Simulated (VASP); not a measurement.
Band structure of ZnCdSe$_{2}$ (space group P-4m2). All values below come from PBEsol GGA, VASP's PBE PAW potentials (set 64) (plane waves; VASP).

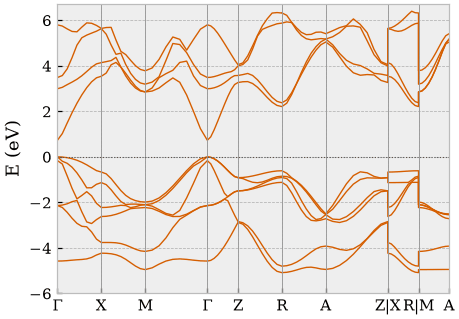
*Bands along high-symmetry lines, zero at the valence-band maximum or, without a gap, the Fermi level*

Question: Read the plot: is there a gap, and where are the band edges?

Answer: The gap is direct, 0.73 eV, from the valence maximum at Γ to the conduction minimum at Γ. (Edges off the drawn lines would not show.)

The structure comes from a computed database's ZnCdSe2 entry (P-4m2); how it stands against other phases isn't given here. It was relaxed first.
